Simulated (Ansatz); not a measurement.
# One shape, several levels: CH3B (SMILES B[CH])

Wanted: a comparison of 6 runs (U-wB97M-V/STO-3G, U-wB97X/STO-3G, UBHLYP/STO-3G, UBLYP/STO-3G, UCCSDT/STO-3G, UCCSDTQ/STO-3G) of CH3B. 

The results are computed with Ansatz 0.2.0.

49 further runs of the same task are left out: 3 that didn't finish, 46 set aside as unsound or not needed.

## Step 1: Starting point

CH3B: 5 atoms, total charge 0, spin state triplet. SMILES: `B[CH]`. The C2–B1 distance was set to 2.925 Å, away from the relaxed value. At this shape a bond of the SMILES string is far longer than usual.

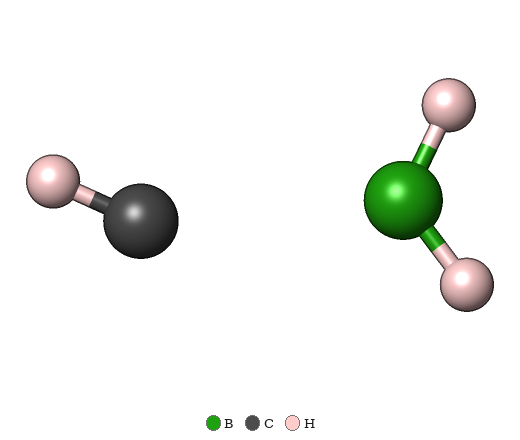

Viewed from a chosen angle; boron green, carbon dark grey, hydrogen pink.

## Step 2: The energy at U-wB97M-V/STO-3G (run 1)

Input file job.yaml:

```yaml
crystal:
  periodic: [false, false, false]
  atoms:
    - {symbol: B, position_ang: [-1.212435, -1.582343, -0.000750]}
    - {symbol: C, position_ang: [0.507540, 0.779550, -0.141970]}
    - {symbol: H, position_ang: [-1.168535, -2.299193, 0.937430]}
    - {symbol: H, position_ang: [-1.964605, -1.853683, -0.860760]}
    - {symbol: H, position_ang: [1.258080, 1.412850, 0.277880]}
basis:
  gaussian:
    orbitals: STO-3G
hamiltonian:
  xc: {name: wB97M-V}
accuracy: high
magnetization:
  spin_polarized: true
  initial_magnetization: 2
```

The run is started by

```
$ ansatz run job.yaml --threads 1 --pin off --max-ram 2610MiB --events-out events.jsonl --progress --plain --runs-dir runs
```

Log:

```text
Warning: RAYON_NUM_THREADS=1 ignored (pool sized by the plan → 1); use --threads N
Functional definition: wB97M-V
  name "wB97M-V"
  parameter omega = 0.3/bohr
  parameter cx = 0.15
  parameter cx01 = 1.007
  parameter cx10 = 0.259
  parameter css00 = 0.443
  parameter css04 = -1.437
  parameter css10 = -4.535
  parameter css20 = -3.390
  parameter css43 = 4.278
  parameter cos00 = 1.000
  parameter cos10 = 1.358
  parameter cos20 = 2.924
  parameter cos21 = -8.812
  parameter cos60 = -1.390
  parameter cos61 = 9.142
  parameter b = 6.0
  parameter c = 0.01
  gx(w, u) = 1 - cx + cx01*u + cx10*w
  gss(w, u) = css00 + css04*u^4 + css10*w + css20*w^2 + css43*w^4*u^3
  gos(w, u) = cos00 + cos10*w + (cos20 + cos21*u)*w^2 + (cos60 + cos61*u)*w^6
  exchange = spin_sum(e_x_unif_sr(omega)*gx(b97_w, b97_u_x)) + cx*exact_x_sr(omega) + exact_x_lr(omega)
  correlation = spin_sum(e_c_pw_mod_same_spin*gss(b97_w, b97_u_same))
      + integral(e_c_pw_mod_opposite_spin*gos(b97_w_opposite, b97_u_opposite)) + vv10(b, c)
199 factors; integrals over basis functions are off by at most 2.3e-8 eV
131 factors; integrals over basis functions are off by at most 8.8e-10 eV
mean field evaluation 1: about -1724.9141 eV, gradient 1.4e1 eV
mean field evaluation 2: about -1705.2697 eV, gradient 4.2e1 eV
mean field evaluation 4: about -1728.3094 eV, gradient 1.8e0 eV
mean field evaluation 8: about -1728.7045 eV, gradient 1.9e-1 eV
mean field evaluation 16: about -1728.7082 eV, gradient 9.2e-4 eV
mean field evaluation 32: about -1728.7082 eV, gradient 5.4e-7 eV
mean field -1728.70816955 eV, -63.5288534705 hartree, gradient 7.1e-8 eV, S^2 2.084293; 4 other end points of the search recorded, 0 dependent functions left out
reference -1728.70817208 eV, -63.5288535635 hartree; 8, 6 occupied and 5, 7 virtual orbitals, 199 factors
Total energy: -1728.70817208 eV, -63.5288535635 hartree
```

Wall time 25 s (1 thread of Arm Neoverse V1, shared host); peak memory 0.39 GiB.

## Step 3: The energy at U-wB97X/STO-3G (run 2)

Input file run.yaml:

```yaml
crystal:
  periodic: [false, false, false]
  atoms:
    - {symbol: B, position_ang: [-1.212435, -1.582343, -0.000750]}
    - {symbol: C, position_ang: [0.507540, 0.779550, -0.141970]}
    - {symbol: H, position_ang: [-1.168535, -2.299193, 0.937430]}
    - {symbol: H, position_ang: [-1.964605, -1.853683, -0.860760]}
    - {symbol: H, position_ang: [1.258080, 1.412850, 0.277880]}
basis:
  gaussian:
    orbitals: STO-3G
total_charge: 0
magnetization:
  spin_polarized: true
  initial_magnetization: 2
hamiltonian:
  xc: {name: wB97X}
accuracy: high
```

The run is started by

```
$ ansatz run run.yaml --threads 1 --pin off --max-ram 2610MiB --events-out events.jsonl --progress --plain --runs-dir runs
```

Log (excerpt; [...] marks lines left out):

```text
Warning: RAYON_NUM_THREADS=1 ignored (pool sized by the plan → 1); use --threads N
Functional definition: wB97X
  name "wB97X"
[...]
      + exact_x_lr(omega)
[...]
      + integral(e_c_pw_opposite_spin*poly(b97_u_opposite, 1, cos1, cos2, cos3, cos4))
199 factors; integrals over basis functions are off by at most 2.3e-8 eV
131 factors; integrals over basis functions are off by at most 8.8e-10 eV
[...]
mean field -1729.20560455 eV, -63.5471338696 hartree, gradient 1.3e-8 eV, S^2 2.191215; 2 other end points of the search recorded, 0 dependent functions left out
reference -1729.20560295 eV, -63.5471338106 hartree; 8, 6 occupied and 5, 7 virtual orbitals, 199 factors
Total energy: -1729.20560295 eV, -63.5471338106 hartree
```

Wall time 9.9 s (1 thread of Arm Neoverse V1, shared host); peak memory 0.31 GiB.

Runs 3 to 5 aren't shown in full; the table further down has their settings and results.

## Step 4: A single-point energy at UCCSDTQ/STO-3G (run 6)

Input file input.yaml:

```yaml
crystal:
  periodic: [false, false, false]
  atoms:
    - {symbol: B, position_ang: [-1.212435, -1.582343, -0.000750]}
    - {symbol: C, position_ang: [0.507540, 0.779550, -0.141970]}
    - {symbol: H, position_ang: [-1.168535, -2.299193, 0.937430]}
    - {symbol: H, position_ang: [-1.964605, -1.853683, -0.860760]}
    - {symbol: H, position_ang: [1.258080, 1.412850, 0.277880]}
basis:
  gaussian:
    orbitals: STO-3G
scf:
  omitted_lower_state_checks: [cluster_reference, increment]
magnetization:
  spin_polarized: true
  initial_magnetization: 2
correlation:
  method: ccsdtq
  frozen_orbitals: {B: 1, C: 1, H: 0}
accuracy: high
```

The run is started by

```
$ ansatz run input.yaml --threads 1 --pin off --max-ram 2610MiB --events-out events.jsonl --progress --plain --runs-dir runs
```

Log:

```text
Warning: RAYON_NUM_THREADS=1 ignored (pool sized by the plan → 1); use --threads N
[... 14 lines left out ...]
2 core orbitals not correlated: weight in the atoms' cores, before any rotation towards them, 1.000 or more for the frozen orbitals, at most 0.000 for the correlated occupied ones
[... 144 lines left out ...]
Total energy: -1721.69593314 eV, -63.2711585353 hartree
Checks for a lower state left out: cluster_reference, increment
```

Wall time 31 s (1 thread of Arm Neoverse V1, shared host); peak memory 0.14 GiB.

## Step 5: All runs side by side

```
run             level  frozen core orbitals  energy (Eh)   ⟨S²⟩  wall time
  1  U-wB97M-V/STO-3G                     –   -63.528854  2.084       25 s
  2    U-wB97X/STO-3G                     –   -63.547134  2.191      9.9 s
  3     UBHLYP/STO-3G                     –   -63.538931  2.220      1.6 s
  4      UBLYP/STO-3G                     –   -63.529236  2.077      1.6 s
  5     UCCSDT/STO-3G                     2   -63.271027  2.940      1.1 s
  6    UCCSDTQ/STO-3G                     2   -63.271159  2.940       31 s
```

## Step 6: What came out

| quantity | value |
| --- | --- |
| run 6: total energy | -63.27116 Eh |
| run 6: correlation energy (2 core orbitals frozen) | -63.7 mEh |
| run 6: ⟨S²⟩ of the reference determinant | 2.940 |
| run 6: T1 diagnostic | 0.048 |

What this shows: Totals of different functionals can't be ranked against each other. In runs 1, 2, 3, 4, 5, 6 the basis is minimal, so the values are rough. Spin contamination of the reference: run 5 ⟨S²⟩ = 2.94, run 6 ⟨S²⟩ = 2.94, run 3 ⟨S²⟩ = 2.22, run 2 ⟨S²⟩ = 2.19. Where it is this large, the reference is a mixture of spin states, and values that rest on it are in doubt. All runs together took 70 s, the longest 31 s.
